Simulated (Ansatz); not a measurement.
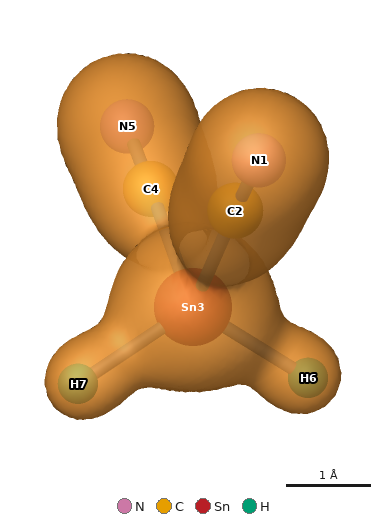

Figure 1: C₂H₂N₂Sn. Isosurface of the electron density at 0.5 e/Å³ (orange), seen at an oblique angle.

Geometry: PBE0-D4/def2-TZVP; core potentials replace the inner electrons of Sn.

All numbers below come from Ansatz 0.2.0, RKS PBE0-D4/def2-TZVPP.

Input file:

```
crystal:
  periodic: [false, false, false]
  atoms:
    - {symbol: N, position_ang: [1.155110, 2.513501, -0.842738]}
    - {symbol: C, position_ang: [0.595940, 1.521470, -0.671131]}
    - {symbol: Sn, position_ang: [-0.453198, -0.278118, -0.416244]}
    - {symbol: C, position_ang: [0.257184, -1.054390, 1.399500]}
    - {symbol: N, position_ang: [0.623604, -1.509724, 2.391797]}
    - {symbol: H, position_ang: [-2.095199, 0.073649, -0.246772]}
    - {symbol: H, position_ang: [-0.022241, -1.334388, -1.660110]}
basis:
  gaussian: {orbitals: def2-TZVPP}
hamiltonian: {xc: pbe0, dispersion: d4}
output: {orbitals: {seedname: orbitals}}
```

Command:

```sh
ansatz run in.yaml --threads 2 --pin off --events-out ev --progress --plain --max-ram 22528MiB --backend cpu
```

How is the density connected at this value?

Answer. At this value the surface is in one piece. It bridges the sampled C–N (1.15 Å), C–Sn (2.10 Å) and Sn–H (1.69 Å) contacts, where the density stays above the isovalue. On the grid the lowest density along these lines, outside the cores, is 3.4 e/Å³ (C–N, 1.15 Å), 0.73 e/Å³ (C–Sn, 2.10 Å) and 0.81 e/Å³ (Sn–H, 1.69 Å).
